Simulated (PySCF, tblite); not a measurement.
# CF₄: geometry, vibrations

Aim: compute the geometry, vibrations of CF₄ (`FC(F)(F)F`).

Programs: tblite 0.8.0 and PySCF 2.14.0, with routines of our own; each step states its level. All values are computed. Atoms count from 0.

## Step 1: The system as given

5 atoms, charge 0, multiplicity 1; geometry from: start built from the parent or by distance geometry.

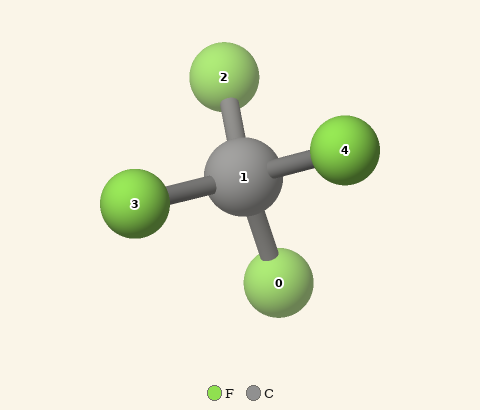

The starting geometry (fluorine green, carbon grey).

## Step 2: Geometry optimisation with GFN2-xTB

The job: settings as JSON, then the geometry in Å.

```
{"job": {"kind": "relax", "xc": "GFN2-xTB", "basis": "xTB"}, "charge": 0, "multiplicity": 1}
F     -0.014200    -1.080800    -0.835800
C     -0.012500     0.018100    -0.006000
F     -0.127700     1.153900    -0.709200
F     -1.052200    -0.092500     0.864800
F      1.223800     0.006900     0.651800
```

On the command line:

```sh
> OMP_NUM_THREADS=1 python redox_run.py task.json out
```

One launch serves the whole session: the jobs run in the order shown.

The log of the run:

```text
step      E/eV     max force
  0    -573.26645    2.833
  1    -573.51268    1.446
  2    -573.56542    0.499
  3    -573.57166    0.208
  4    -573.57353    0.171
  5    -573.57668    0.074
  6    -573.57680    0.044
  7    -573.57693    0.020
  8    -573.57694    0.009
```

Wall time 0.02 s (1 thread of Intel Xeon Platinum 8488C, shared host).

The steps of the relaxation:

| step | energy from step 0 (eV) | largest force (eV/Å) |
| --- | --- | --- |
| 0 | 0.0000 | 2.8326 |
| 1 | -0.2462 | 1.4463 |
| 2 | -0.2990 | 0.4994 |
| 3 | -0.3052 | 0.2082 |
| 4 | -0.3071 | 0.1710 |
| 5 | -0.3102 | 0.0739 |
| 6 | -0.3104 | 0.0442 |
| 7 | -0.3105 | 0.0201 |
| 8 | -0.3105 | 0.0086 |

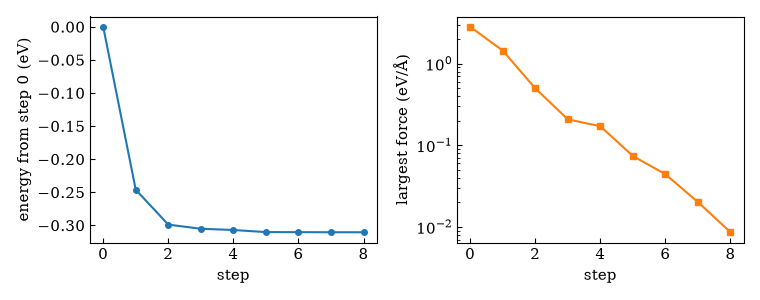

Energy and largest force along the relaxation.

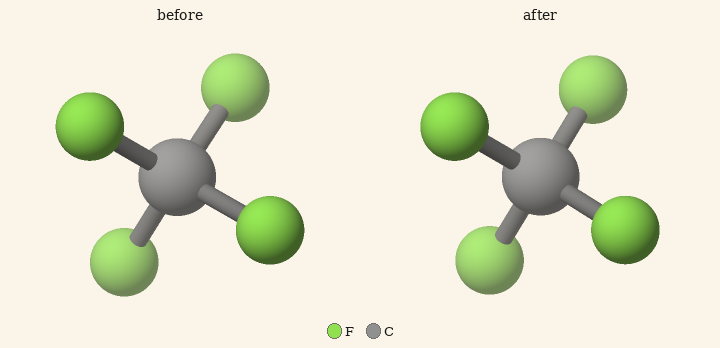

Before and after, at one scale.

Close pairs (by a distance rule), those that changed most:

| bond | before (Å) | after (Å) | change (Å) |
| --- | --- | --- | --- |
| C1–F4 | 1.400 | 1.314 | -0.087 |
| F0–C1 | 1.377 | 1.314 | -0.063 |
| C1–F3 | 1.361 | 1.314 | -0.047 |
| C1–F2 | 1.341 | 1.314 | -0.027 |

The final coordinates are the input of the step that follows.

## Step 3: Harmonic vibrations with GFN2-xTB

The job: settings as JSON, then the geometry in Å.

```
{"job": {"kind": "ir", "xc": "GFN2-xTB", "basis": "xTB"}, "charge": 0, "multiplicity": 1}
F     -0.023520    -1.030032    -0.820914
C      0.003497     0.001043    -0.006961
F     -0.118810     1.110415    -0.700681
F     -0.988477    -0.091286     0.849897
F      1.144555     0.015566     0.644288
```

The log of the run:

```text
mode    cm-1     km/mol
  1     380.0      0.00
  2     380.1      0.00
  3     545.1     36.20
  4     545.2     36.18
  5     545.3     36.20
  6     861.6      0.00
  7    1147.6    475.77
  8    1148.1    475.81
  9    1148.5    475.84
ZPE 40.084  H(298)-E 53.573  G(298)-E -25.533 kJ/mol  S 265.32 J/(mol K)
```

Run time: 0.11 s. Hardware: 1 thread of Intel Xeon Platinum 8488C, shared host.

Which atoms move in the most intense modes:

| cm⁻¹ | km/mol | atoms |
| --- | --- | --- |
| 545 | 36.2 | F2 27 %, F4 26 %, F0 17 %, F3 17 % |
| 545 | 36.2 | F3 30 %, F0 22 %, F2 19 %, F4 16 % |
| 545 | 36.2 | F0 26 %, F4 23 %, F2 20 %, F3 18 % |
| 1148 | 475.8 | C1 74 %, F2 16 % |
| 1148 | 475.8 | C1 74 %, F3 10 % |
| 1148 | 475.8 | C1 74 %, F0 13 %, F4 12 % |

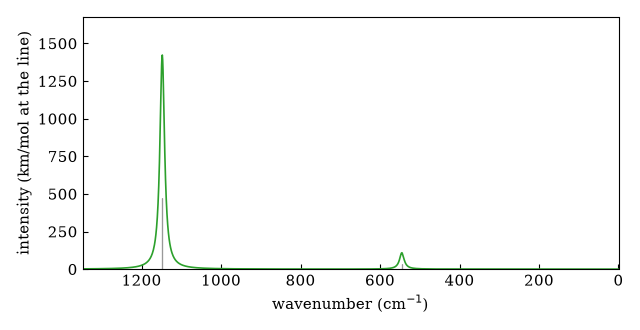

The infrared spectrum from these modes, unscaled. Lines are broadened to a width of 14 cm⁻¹ (Lorentzian).

## Step 4: Optimising the geometry at PBE0-D3(BJ)/def2-SVP

The job: settings as JSON, then the geometry in Å.

```
{"job": {"xc": "PBE0", "basis": "def2-SVP", "d3": "d3bj", "grid": 1, "kind": "geom"}, "charge": 0, "multiplicity": 1}
F     -0.023520    -1.030032    -0.820914
C      0.003497     0.001043    -0.006961
F     -0.118810     1.110415    -0.700681
F     -0.988477    -0.091286     0.849897
F      1.144555     0.015566     0.644288
```

The log of the run:

```text
step   0  E = -436.74588829  max force = 0.002126
step   1  E = -436.74593260  max force = 0.000466
step   2  E = -436.74594168  max force = 0.000982
step   3  E = -436.74598111  max force = 0.000691
step   4  E = -436.74599127  max force = 0.000231
optimisation converged
```

Run time: 6.3 s. Hardware: 1 thread of Intel Xeon Platinum 8488C, shared host.

The steps of the relaxation:

| step | energy from step 0 (eV) | largest force component (eV/Å) |
| --- | --- | --- |
| 0 | 0.0000 | 0.1093 |
| 1 | -0.0012 | 0.0240 |
| 2 | -0.0015 | 0.0505 |
| 3 | -0.0025 | 0.0355 |
| 4 | -0.0028 | 0.0119 |

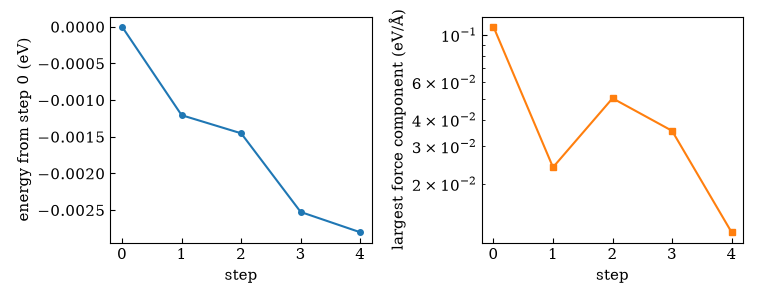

Energy and largest force along the relaxation.

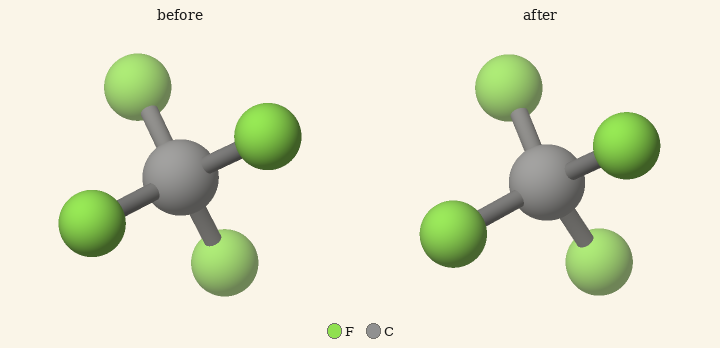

The geometry before (left) and after (right).

Distances of close pairs at the start and the end, largest changes first:

| bond | before (Å) | after (Å) | change (Å) |
| --- | --- | --- | --- |
| F0–C1 | 1.314 | 1.316 | +0.002 |
| C1–F4 | 1.314 | 1.316 | +0.002 |
| C1–F3 | 1.314 | 1.316 | +0.002 |
| C1–F2 | 1.314 | 1.315 | +0.001 |

The next job starts from the end point, and lists it.

| at the end point | value |
| --- | --- |
| point group (found at 0.08 Å tolerance) | Td |
| rotational constants (GHz, main isotopes) | 5.767, 5.765, 5.759 |
| dipole moment (D) | 0.00 |

## Step 5: Harmonic vibrations (CF₄): PBE0-D3(BJ)/def2-SVP

The job: settings as JSON, then the geometry in Å.

```
{"job": {"xc": "PBE0", "basis": "def2-SVP", "d3": "d3bj", "grid": 2, "kind": "hessian"}, "charge": 0, "multiplicity": 1}
F     -0.086709    -1.053892    -0.787792
C      0.003363     0.001319    -0.006881
F     -0.225778     1.089066    -0.709711
F     -0.885283    -0.091273     0.958843
F      1.211418     0.060452     0.510931
```

The log of the run:

```text
coarse grid: 5432 points
cycle   1  E = -436.5165451811  dE =  9.435e-01  |g| = 1.014e+00  |ddm| = 2.324e+00
cycle   2  E = -436.3689740866  dE =  1.476e-01  |g| = 1.434e+00  |ddm| = 1.477e+00
cycle   3  E = -436.6918542119  dE = -3.229e-01  |g| = 2.254e-02  |ddm| = 8.762e-01
cycle   4  E = -436.6919189734  dE = -6.476e-05  |g| = 9.748e-03  |ddm| = 1.791e-02
cycle   5  E = -436.6919329547  dE = -1.398e-05  |g| = 1.118e-03  |ddm| = 6.749e-03
cycle   6  E = -436.6919331712  dE = -2.165e-07  |g| = 2.333e-04  |ddm| = 1.004e-03
final grid: 57624 points
cycle   7  E = -436.7459204966  dE = -1.796e-05  |g| = 4.028e-03  |ddm| = 8.635e-03
cycle   8  E = -436.7459187516  dE =  1.745e-06  |g| = 5.281e-03  |ddm| = 5.485e-03
cycle   9  E = -436.7459231537  dE = -4.402e-06  |g| = 7.672e-05  |ddm| = 3.054e-03
cycle  10  E = -436.7459231544  dE = -7.399e-10  |g| = 4.563e-05  |ddm| = 8.349e-05
cycle  11  E = -436.7459231547  dE = -2.937e-10  |g| = 1.892e-05  |ddm| = 3.875e-05
cycle  12  E = -436.7459231548  dE = -5.275e-11  |g| = 2.995e-06  |ddm| = 1.177e-05
converged SCF energy = -436.7459231548

mode    cm-1
  1     443.0
  2     444.0
  3     641.5
  4     642.1
  5     642.4
  6     940.1
  7    1340.2
  8    1340.9
  9    1342.3
ZPE 46.514  H(298)-E 59.130  G(298)-E -18.623 kJ/mol  S 260.78 J/(mol K)
```

Run time: 27 s. Hardware: 1 thread of Intel Xeon Platinum 8488C, shared host; peak memory 1 GiB.

Zero-point energy 46.51 kJ/mol (xTB gave 40.08).

## Step 6: Outcome

| quantity | value |
| --- | --- |
| strongest single infrared mode (GFN2-xTB) | 1148 cm⁻¹, 476 km/mol |
| zero-point energy (GFN2-xTB) | 9.6 kcal/mol |
| point group | Td |
| rotational constants (main isotopes) | 5.77, 5.76, 5.76 GHz |

In words: No mode is imaginary among the 9: a minimum at this level. Unscaled tight-binding wavenumbers are off by several per cent, some by more. Its intensities can rank the bands wrongly. Relaxing lowered the energy by 0.003 eV in 4 steps; the close pair that moved most is F0–C1, from 1.314 to 1.316 Å (PBE0/def2-SVP).
